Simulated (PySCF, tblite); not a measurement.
# C₄H₆BF₅: infrared bands, NMR shifts, spin-spin couplings and electronic excitations in gas and solvents, part 2 of 3

tblite 0.8.0 and PySCF 2.14.0. Atoms count from 0. Earlier steps stand in the parts before.

## 6. Spin-spin couplings: B3LYP/pcJ-1

The job: settings as JSON, then the geometry in Å.

```
{"job": {"kind": "j", "xc": "B3LYP", "basis": "pcJ-1"}, "charge": 0, "multiplicity": 1}
F      3.451293    -0.173637    -0.857270
B      2.365475     0.189231    -0.197031
F      2.171860     1.490662    -0.063974
C      1.389674    -0.862622     0.423354
C      0.038318    -0.331689     0.890435
C     -0.831293     0.146372    -0.263786
C     -2.201180     0.594673     0.170003
F     -2.140384     1.597450     1.053588
F     -2.924512     1.020761    -0.869973
F     -2.884060    -0.400630     0.750429
H      1.271379    -1.703208    -0.282477
H      1.939917    -1.300379     1.278021
H     -0.504513    -1.114108     1.443650
H      0.182195     0.503488     1.594156
H     -0.364216     0.996112    -0.785333
H     -0.979867    -0.654917    -1.004782
```

Level: B3LYP/pcJ-1 indirect spin-spin coupling, non-relativistic, gas phase.

Log:

```text
coarse grid: 14584 points
cycle   1  E = -679.9889301794  dE =  1.268e+00  |g| = 1.129e+00  |ddm| = 3.297e+00
cycle   2  E = -679.7617345152  dE =  2.272e-01  |g| = 1.724e+00  |ddm| = 1.348e+00
cycle   3  E = -680.1918900937  dE = -4.302e-01  |g| = 8.539e-02  |ddm| = 8.088e-01
cycle   4  E = -680.1928619840  dE = -9.719e-04  |g| = 5.508e-02  |ddm| = 9.213e-02
cycle   5  E = -680.1935245059  dE = -6.625e-04  |g| = 6.235e-03  |ddm| = 4.058e-02
cycle   6  E = -680.1935319485  dE = -7.443e-06  |g| = 1.864e-03  |ddm| = 6.317e-03
final grid: 146296 points
cycle   7  E = -680.2765274874  dE = -2.886e-04  |g| = 8.999e-03  |ddm| = 2.341e-02
cycle   8  E = -680.2765157345  dE =  1.175e-05  |g| = 1.193e-02  |ddm| = 1.282e-02
cycle   9  E = -680.2765415940  dE = -2.586e-05  |g| = 7.638e-04  |ddm| = 7.503e-03
cycle  10  E = -680.2765416211  dE = -2.719e-08  |g| = 5.752e-04  |ddm| = 6.389e-04
cycle  11  E = -680.2765416805  dE = -5.931e-08  |g| = 4.626e-05  |ddm| = 3.243e-04
cycle  12  E = -680.2765416808  dE = -3.361e-10  |g| = 1.507e-05  |ddm| = 4.255e-05
converged SCF energy = -680.2765416808

Indirect spin-spin couplings (Hz)
  i      j    bonds     total        FC       PSO       DSO        SD
  0 F    1 B    1   -140.481   -88.290   -53.589     0.977     0.422
  0 F    2 F    2   -214.770    35.751  -253.851    -0.921     4.251
  0 F    3 C    2     28.790    35.304    -6.934    -0.043     0.463
  0 F    4 C    3      5.621     5.677     0.095    -0.215     0.064
  0 F    5 C    4     -0.310    -0.392     0.151    -0.074     0.005
  0 F    6 C    5      0.414     0.376     0.119    -0.093     0.012
  0 F    9 F    6      0.281     0.136     0.813    -0.572    -0.096
  0 F   10 H    3     -0.991     0.400    -1.296     0.032    -0.127
  0 F   11 H    3      0.255     0.088     0.179    -0.364     0.352
  0 F   12 H    4      6.408     6.035     1.306    -1.076     0.143
  0 F   13 H    4     -1.360    -0.816     0.514    -0.939    -0.120
  0 F   14 H    5      0.280     0.352     0.090    -0.143    -0.019
  0 F   15 H    5      0.153     0.026     0.373    -0.230    -0.016
  1 B    2 F    1   -145.310   -92.705   -54.060     1.035     0.420
  1 B    3 C    1     81.943    82.982    -1.760     0.395     0.327
  1 B    4 C    2     -1.741    -1.665    -0.139     0.097    -0.033
  1 B    5 C    3      0.837     0.825    -0.070     0.096    -0.014
  1 B    6 C    4     -0.207    -0.223    -0.005     0.015     0.006
  1 B    9 F    5      0.796     0.776     0.168    -0.131    -0.017
  1 B   10 H    2     -6.650    -6.658    -0.352     0.252     0.108
  1 B   11 H    2     -8.366    -8.626    -0.276     0.337     0.199
  1 B   12 H    3     11.973    11.900     0.334    -0.282     0.021
  1 B   13 H    3      3.046     3.153    -0.386     0.295    -0.015
  2 F    3 C    2     29.512    34.842    -6.105    -0.024     0.799
  2 F    4 C    3     -0.840    -0.096    -0.835     0.138    -0.047
  2 F    5 C    4      0.305     0.376    -0.039     0.183    -0.215
  2 F    7 F    6     -0.196    -0.017    -0.414     0.251    -0.017
  2 F    9 F    6      0.380     0.286     0.637    -0.550     0.008
  2 F   10 H    3     12.370    12.681     0.931    -1.470     0.228
  2 F   11 H    3      4.215     3.506     1.146    -0.969     0.533
  2 F   12 H    4     -1.231    -0.882     0.776    -1.093    -0.031
  2 F   13 H    4     -0.530     0.366    -1.879     1.131    -0.149
  2 F   14 H    5      2.032     2.197    -1.776     1.789    -0.179
  3 C    7 F    4     -0.325    -0.309     0.165    -0.125    -0.056
  3 C    8 F    4      1.430     1.028     0.362    -0.184     0.223
  3 C    9 F    4     -0.361    -0.345     0.138    -0.104    -0.051
  3 C   10 H    1    126.109   123.933     1.254     0.922         -
  3 C   11 H    1    118.758   116.422     1.436     0.900         -
  3 C   12 H    2     -4.258    -4.277     0.055    -0.036         -
  3 C   13 H    2     -3.017    -3.111     0.094    -0.001         -
  3 C   14 H    3      2.004     2.005    -0.140     0.139         -
  3 C   15 H    3      3.553     3.506    -0.129     0.176         -
  4 C    7 F    3      0.797     1.428    -0.724     0.141    -0.049
  4 C    8 F    3      6.295     5.578     0.565    -0.284     0.435
  4 C    9 F    3      0.867     1.489    -0.693     0.128    -0.058
  4 C   10 H    2     -3.587    -3.690     0.140    -0.037         -
  4 C   11 H    2     -3.734    -3.815     0.107    -0.026         -
  4 C   12 H    1    135.612   133.917     0.669     1.026         -
  4 C   13 H    1    135.067   133.378     0.622     1.067         -
  4 C   14 H    2     -3.855    -3.908    -0.005     0.058         -
  4 C   15 H    2     -3.789    -3.852     0.037     0.026         -
  5 C    7 F    2     31.939    34.410    -3.520     0.084     0.966
  5 C    8 F    2     29.337    33.555    -4.932     0.073     0.641
  5 C    9 F    2     32.120    34.694    -3.586     0.081     0.931
  5 C   10 H    3      3.219     3.187    -0.159     0.190         -
  5 C   11 H    3     12.174    12.186     0.286    -0.298         -
  5 C   12 H    2     -4.027    -4.050    -0.068     0.091         -
  5 C   13 H    2     -4.275    -4.309    -0.087     0.121         -
  5 C   14 H    1    134.599   132.844     0.537     1.218         -
  5 C   15 H    1    133.351   131.556     0.615     1.180         -
  6 C    7 F    1   -341.785  -317.542   -34.989     1.450     9.295
  6 C    8 F    1   -341.600  -317.289   -34.958     1.424     9.223
  6 C    9 F    1   -339.884  -316.251   -34.506     1.445     9.428
  6 C   11 H    4      2.261     2.235     0.170    -0.144         -
  6 C   12 H    3      2.469     2.474    -0.352     0.347         -
  6 C   13 H    3      1.702     1.712    -0.330     0.320         -
  6 C   14 H    2     -6.566    -6.556    -0.472     0.462         -
  6 C   15 H    2     -6.630    -6.613    -0.459     0.442         -
  7 F    8 F    2     65.421    41.849   -25.142    -0.361    49.074
  7 F    9 F    2     56.317    42.758   -34.310    -0.297    48.166
  7 F   10 H    5      1.462     1.478     0.872    -0.846    -0.042
  7 F   13 H    4      0.667     1.046    -1.718     1.561    -0.222
  7 F   14 H    3      0.930     0.630     0.402     0.281    -0.383
  7 F   15 H    3     25.728    26.573     1.145    -2.009     0.019
  8 F    9 F    2     66.338    42.563   -24.893    -0.368    49.035
  8 F   10 H    5      0.317     0.186     0.662    -0.533     0.001
  8 F   11 H    5      2.951     2.789     1.076    -0.993     0.078
  8 F   12 H    4     -1.675    -1.209     0.866    -1.263    -0.069
  8 F   13 H    4     -1.534    -1.155     0.882    -1.182    -0.079
  8 F   14 H    3      2.066     2.468    -0.274     0.427    -0.556
  8 F   15 H    3      1.495     1.851    -0.139     0.317    -0.534
  9 F   11 H    5      0.155     0.196     0.482    -0.511    -0.012
  9 F   12 H    4      0.714     1.069    -1.663     1.565    -0.257
  9 F   14 H    3     26.020    26.848     1.123    -1.956     0.005
  9 F   15 H    3      1.802     1.535     0.431     0.253    -0.416
 10 H   11 H    2    -20.830   -21.080     1.793    -1.544         -
 10 H   12 H    3      3.837     3.884     0.095    -0.141         -
 10 H   13 H    3     16.511    16.522     2.393    -2.405         -
 10 H   14 H    4     -0.169    -0.136     0.132    -0.165         -
 10 H   15 H    4     -0.172    -0.288    -1.676     1.791         -
 11 H   12 H    3      5.926     5.964    -0.209     0.172         -
 11 H   13 H    3      2.784     2.813     0.073    -0.102         -
 11 H   14 H    4     -0.382    -0.344     1.301    -1.339         -
 11 H   15 H    4     -0.191    -0.168     1.101    -1.123         -
 12 H   13 H    2    -14.781   -15.007     1.533    -1.307         -
 12 H   14 H    3     15.812    15.832     2.308    -2.328         -
 12 H   15 H    3      3.771     3.783    -0.005    -0.006         -
 13 H   14 H    3      5.097     5.077    -0.372     0.393         -
 13 H   15 H    3     15.480    15.499     2.319    -2.338         -
 14 H   15 H    2    -14.989   -15.281     1.443    -1.151         -
```

Run time: 4.8 min. Hardware: 1 thread of Arm Neoverse N1, shared host; peak memory 1.5 GiB.

A choice of the couplings up to four bonds, sorted by the number of bonds, with means over like pairs; isotopes 11B, 13C, 19F, 1H:

```
   pair  bonds  J (Hz)  Fermi contact (Hz)  dihedral (°)
  C6–F7      1  -341.1              -317.0             –
  F0–B1      1  -142.9               -90.5             –
 C4–H12      1   135.3               133.6             –
 C5–H14      1   134.0               132.2             –
 C3–H10      1   122.4               120.2             –
  B1–C3      1    81.9                83.0             –
  F0–F2      2  -214.8                35.8             –
  F7–F8      2    62.7                42.4             –
  C5–F7      2    31.1                34.2             –
  F0–C3      2    29.2                35.1             –
H10–H11      2   -20.8               -21.1             –
H14–H15      2   -15.0               -15.3             –
H12–H13      2   -14.8               -15.0             –
 B1–H10      2    -7.5                -7.6             –
 C6–H14      2    -6.6                -6.6             –
H12–H14      3    15.6                15.7           175
H10–H13      3    11.2                11.2             –
 F7–H14      3     9.7                10.0             –
 C5–H10      3     7.7                 7.7             –
 B1–H12      3     7.5                 7.5             –
H12–H15      3     4.4                 4.4           -66
 F0–H10      3     4.0                 4.2             –
H10–H12      3     3.3                 3.3            63
 C3–H14      3     2.8                 2.8           -63
 C6–H11      4     1.1                 1.1             –
```

Where two rows join the same classes of atoms, they are the two kinds of pair (J and J′ of an AA′XX′ pattern), each a mean over its own pairs alone.

The spin-dipole term was solved for some atoms only; pairs without it lack that part.

The response was solved for the nuclei of B, F, H alone, so couplings that need other nuclei can be missing.

Quadrupole couplings from the field gradients of the same density:

```csv
atom,isotope,eQq/h (MHz),η
B1,11B,3.344,0.73
```

Joined with the shifts from before (PBE0/pcSseg-1, scaled to CDCl3), the couplings predict the line list below for 400 MHz. H–H couplings in it are scaled by factors fitted to measured ones, so they differ from the table. Couplings to quadrupolar nuclei are left out.

¹H NMR δ 1.82 (qt, J = 9.7, 7.5 Hz, 2H), 1.72 (quint, J = 7.5 Hz, 2H), 1.22 (m, 2H). The letters are first-order; like nuclei with unlike couplings give more lines.

## 7. TDDFT and polarisability: wB97X-D/def2-SVPD

Same as in step 6 but for these lines:

```diff
@@ -1,2 +1,2 @@
-{"job": {"kind": "j", "xc": "B3LYP", "basis": "pcJ-1"}, "charge": 0, "multiplicity": 1}
+{"job": {"kind": "uv", "xc": "wB97X-D", "basis": "def2-SVPD", "ip": true, "dynamic": true}, "charge": 0, "multiplicity": 1}
 F      3.451293    -0.173637    -0.857270
```

Method: TDDFT wB97X-D/def2-SVPD, vertical, gas phase, core orbitals frozen in the response.

Log:

```text
coarse grid: 14584 points
cycle   1  E = -679.2974437906  dE =  1.529e+00  |g| = 1.057e+00  |ddm| = 5.126e+00
cycle   2  E = -679.2924480001  dE =  4.996e-03  |g| = 1.173e+00  |ddm| = 2.067e+00
cycle   3  E = -679.5033838175  dE = -2.109e-01  |g| = 6.205e-02  |ddm| = 9.794e-01
cycle   4  E = -679.5040933202  dE = -7.095e-04  |g| = 2.488e-02  |ddm| = 1.095e-01
cycle   5  E = -679.5042336243  dE = -1.403e-04  |g| = 5.654e-03  |ddm| = 4.353e-02
cycle   6  E = -679.5042413745  dE = -7.750e-06  |g| = 1.219e-03  |ddm| = 1.076e-02
final grid: 146296 points
cycle   7  E = -679.5895437418  dE = -1.888e-04  |g| = 9.370e-03  |ddm| = 2.078e-01
cycle   8  E = -679.5895475129  dE = -3.771e-06  |g| = 9.616e-03  |ddm| = 3.198e-02
cycle   9  E = -679.5895608443  dE = -1.333e-05  |g| = 7.092e-04  |ddm| = 6.757e-03
cycle  10  E = -679.5895609581  dE = -1.138e-07  |g| = 4.075e-04  |ddm| = 2.792e-03
cycle  11  E = -679.5895609932  dE = -3.507e-08  |g| = 5.061e-05  |ddm| = 8.742e-04
cycle  12  E = -679.5895609940  dE = -7.478e-10  |g| = 1.996e-05  |ddm| = 1.486e-04
converged SCF energy = -679.5895609940

Static polarisability (au): isotropic 63.298, principal 57.670 60.779 71.443

Singlet excitations
state   eV       nm        f      main configurations
  1   8.4093    147.4   0.01416   H->L+1 0.72, H->L 0.15
  2   9.1734    135.2   0.01912   H->L 0.72, H->L+1 0.13
  3   9.4935    130.6   0.01727   H-1->L+1 0.42, H-1->L 0.21, H-2->L+1 0.20
  4   9.7642    127.0   0.03083   H-2->L+1 0.38, H-1->L+1 0.19, H-1->L 0.13
  5   9.9181    125.0   0.01325   H-1->L 0.46, H-1->L+1 0.29
  6  10.1650    122.0   0.07937   H->L+2 0.45, H->L+3 0.17, H-3->L 0.08
  7  10.2503    121.0   0.02364   H-2->L 0.47, H->L+3 0.13, H-2->L+2 0.09
  8  10.2775    120.6   0.00552   H-3->L+1 0.20, H-6->L+1 0.17, H->L+3 0.12
  9  10.3460    119.8   0.02434   H->L+3 0.30, H-3->L 0.11, H->L+2 0.09
 10  10.4640    118.5   0.01637   H->L+4 0.20, H-3->L 0.17, H-3->L+1 0.16

Triplet excitations (Tamm-Dancoff, eV): 7.6359 9.0055 9.1535 9.4931
Vertical ionisation energy (delta-SCF) = 12.0464 eV
```

Wall time 14 min (1 thread of Arm Neoverse N1, shared host); peak memory 1.4 GiB.

The orbitals next to the gap, with their largest atomic shares:

```
orbital      eV                       atoms
 HOMO−3  -13.17  C5 24 %, C3 13 %, H14 13 %
 HOMO−2  -12.39   C3 17 %, C5 17 %, C4 16 %
 HOMO−1  -12.31   C4 24 %, C3 18 %, C5 17 %
   HOMO  -11.65   C3 23 %, C4 20 %, B1 12 %
   LUMO    1.68    B1 52 %, C3 9 %, H11 7 %
 LUMO+1    1.91   B1 40 %, C3 15 %, F2 15 %
 LUMO+2    2.60    C6 14 %, F9 10 %, B1 9 %
```

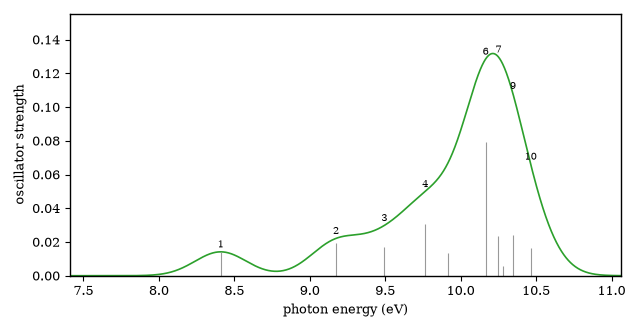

Absorption spectrum from the 10 singlet states computed; above the last one it falls off for lack of states. Lines are broadened to a width of 0.40 eV (Gaussian).

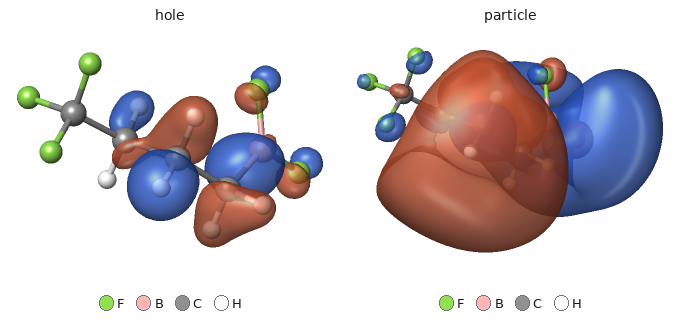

Leading natural transition orbitals of singlet state 6: the electron leaves the hole (left) for the particle orbital (right).

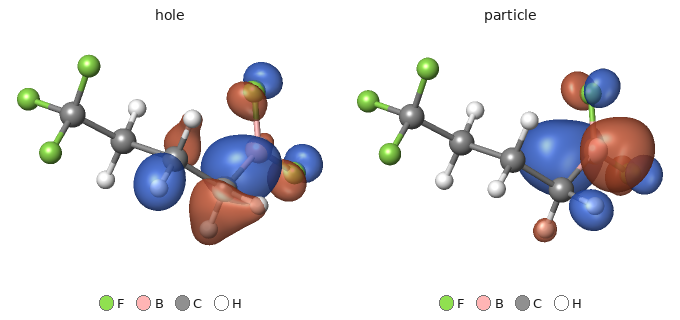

Leading natural transition orbitals of singlet state 1: the electron leaves the hole (left) for the particle orbital (right).

Ground-state properties from the same run:

```csv
property,computed
dipole moment (D),2.20
polarisability (Å³),9.38
HOMO–LUMO gap (eV),13.34
−ε(HOMO) (eV),11.65
C6 with itself (au),2131
```

## 8. NMR shieldings: KT2/pcSseg-1

Same as in step 7 but for these lines:

```diff
@@ -1,2 +1,2 @@
-{"job": {"kind": "uv", "xc": "wB97X-D", "basis": "def2-SVPD", "ip": true, "dynamic": true}, "charge": 0, "multiplicity": 1}
+{"job": {"kind": "nmr", "xc": "KT2", "basis": "pcSseg-1", "pop": false}, "charge": 0, "multiplicity": 1}
 F      3.451293    -0.173637    -0.857270
```

Method: GIAO KT2/pcSseg-1 NMR shielding, non-relativistic, gas phase.

Log:

```text
coarse grid: 14584 points
cycle   1  E = -689.3286005727  dE =  1.312e+00  |g| = 1.356e+00  |ddm| = 3.479e+00
cycle   2  E = -688.7131722317  dE =  6.154e-01  |g| = 2.419e+00  |ddm| = 2.061e+00
cycle   3  E = -689.6127987862  dE = -8.996e-01  |g| = 1.600e-01  |ddm| = 1.397e+00
cycle   4  E = -689.6177051050  dE = -4.906e-03  |g| = 7.823e-02  |ddm| = 1.854e-01
cycle   5  E = -689.6190861670  dE = -1.381e-03  |g| = 1.779e-02  |ddm| = 6.692e-02
cycle   6  E = -689.6191506155  dE = -6.445e-05  |g| = 5.644e-03  |ddm| = 1.800e-02
cycle   7  E = -689.6191560159  dE = -5.400e-06  |g| = 1.664e-03  |ddm| = 4.026e-03
final grid: 146296 points
cycle   8  E = -689.8325413516  dE = -2.451e-04  |g| = 5.653e-02  |ddm| = 6.512e-02
cycle   9  E = -689.8314612152  dE =  1.080e-03  |g| = 1.006e-01  |ddm| = 8.395e-02
cycle  10  E = -689.8330091286  dE = -1.548e-03  |g| = 2.270e-03  |ddm| = 5.676e-02
cycle  11  E = -689.8330100162  dE = -8.877e-07  |g| = 8.694e-04  |ddm| = 2.047e-03
cycle  12  E = -689.8330101256  dE = -1.094e-07  |g| = 2.439e-04  |ddm| = 5.379e-04
cycle  13  E = -689.8330101358  dE = -1.020e-08  |g| = 5.449e-05  |ddm| = 1.969e-04
cycle  14  E = -689.8330101364  dE = -5.145e-10  |g| = 2.027e-05  |ddm| = 4.570e-05
converged SCF energy = -689.8330101364

GIAO shielding tensors (ppm)
atom      isotropic    diamagn.    paramagn.     s11        s22        s33       span
  0 F      224.146     466.490    -242.344     41.727    285.880    344.832    303.105
  1 B       73.226     195.186    -121.960     50.085     79.102     90.491     40.407
  2 F      230.825     473.170    -242.345     37.708    285.276    369.490    331.782
  3 C      169.949     253.636     -83.687    156.692    164.730    188.426     31.734
  4 C      163.900     250.602     -86.702    155.106    166.072    170.521     15.415
  5 C      144.792     253.705    -108.912    123.026    141.532    169.818     46.792
  6 C       51.784     246.967    -195.183     49.276     51.317     54.759      5.482
  7 F      251.169     475.703    -224.534    162.441    257.556    333.509    171.069
  8 F      239.018     472.693    -233.675    154.245    232.743    330.066    175.821
  9 F      249.898     474.765    -224.867    161.080    254.497    334.117    173.037
 10 H       30.305      31.262      -0.957     25.742     29.429     35.743     10.001
 11 H       29.857      28.359       1.498     24.944     28.122     36.504     11.560
 12 H       29.620      31.505      -1.884     23.620     30.435     34.805     11.185
 13 H       29.549      32.178      -2.628     25.094     29.894     33.660      8.566
 14 H       29.298      32.813      -3.515     24.877     30.739     32.279      7.403
 15 H       29.705      32.416      -2.711     25.561     30.396     33.156      7.594
```

Run time: 65 s. Hardware: 1 thread of Arm Neoverse N1, shared host; peak memory 0.89 GiB.

This run: δ C6 131.4, C5 38.4, C4 19.3, C3 13.3, H14 1.68, H12 1.59 ppm (means over like atoms).

## 9. NMR shieldings: PBE0/pcSseg-1 in cyclohexane

Same as in step 8 but for these lines:

```diff
@@ -1,2 +1,2 @@
-{"job": {"kind": "nmr", "xc": "KT2", "basis": "pcSseg-1", "pop": false}, "charge": 0, "multiplicity": 1}
+{"job": {"kind": "nmr", "xc": "PBE0", "basis": "pcSseg-1", "solvent": "cyclohexane", "pop": true}, "charge": 0, "multiplicity": 1}
 F      3.451293    -0.173637    -0.857270
```

Method: GIAO PBE0/pcSseg-1 NMR shielding, non-relativistic, IEF-PCM cyclohexane.

Log:

```text
coarse grid: 14584 points
cycle   1  E = -679.2530347513  dE =  1.351e+00  |g| = 1.037e+00  |ddm| = 3.439e+00
cycle   2  E = -679.1108930151  dE =  1.421e-01  |g| = 1.463e+00  |ddm| = 1.178e+00
cycle   3  E = -679.4304024833  dE = -3.195e-01  |g| = 6.673e-02  |ddm| = 6.922e-01
cycle   4  E = -679.4310636797  dE = -6.612e-04  |g| = 3.796e-02  |ddm| = 6.924e-02
cycle   5  E = -679.4313764115  dE = -3.127e-04  |g| = 4.517e-03  |ddm| = 2.919e-02
cycle   6  E = -679.4313802701  dE = -3.859e-06  |g| = 1.254e-03  |ddm| = 4.244e-03
final grid: 146296 points
cycle   7  E = -679.5172016464  dE = -8.072e-05  |g| = 8.841e-03  |ddm| = 2.670e-02
cycle   8  E = -679.5171932735  dE =  8.373e-06  |g| = 1.126e-02  |ddm| = 1.334e-02
cycle   9  E = -679.5172181099  dE = -2.484e-05  |g| = 7.543e-04  |ddm| = 7.164e-03
cycle  10  E = -679.5172181866  dE = -7.669e-08  |g| = 2.862e-04  |ddm| = 6.015e-04
cycle  11  E = -679.5172182000  dE = -1.338e-08  |g| = 6.021e-05  |ddm| = 1.836e-04
cycle  12  E = -679.5172182007  dE = -7.328e-10  |g| = 1.256e-05  |ddm| = 4.942e-05
converged SCF energy = -679.5172182007

GIAO shielding tensors (ppm)
atom      isotropic    diamagn.    paramagn.     s11        s22        s33       span
  0 F      240.477     465.162    -224.685     61.692    298.103    361.636    299.945
  1 B       70.532     193.574    -123.042     41.305     79.256     91.034     49.729
  2 F      246.213     471.218    -225.005     57.395    298.698    382.546    325.151
  3 C      171.904     252.594     -80.690    158.976    168.036    188.699     29.722
  4 C      167.138     249.369     -82.230    158.658    169.185    173.572     14.913
  5 C      146.896     252.442    -105.545    125.469    143.174    172.046     46.576
  6 C       52.456     245.873    -193.417     48.268     50.235     58.865     10.597
  7 F      266.992     474.208    -207.216    176.384    277.792    346.800    170.416
  8 F      255.988     471.299    -215.310    169.147    255.567    343.250    174.103
  9 F      265.751     473.300    -207.548    175.162    274.685    347.406    172.244
 10 H       30.297      30.828      -0.531     25.484     29.365     36.042     10.558
 11 H       29.915      28.254       1.661     24.777     28.035     36.934     12.157
 12 H       29.702      31.350      -1.648     23.440     30.411     35.255     11.816
 13 H       29.622      31.892      -2.270     24.930     29.862     34.073      9.143
 14 H       29.311      32.328      -3.017     24.556     30.706     32.671      8.116
 15 H       29.648      31.933      -2.285     25.179     30.275     33.490      8.311
```

It took 58 s on 1 thread of Arm Neoverse N1, shared host; peak memory 1.1 GiB.

Key values: δ C6 132.4, C5 37.9, C4 17.7, C3 12.9, H14 1.78, H12 1.60 ppm (means over like atoms).

(Part 2 of 3 ends here.)
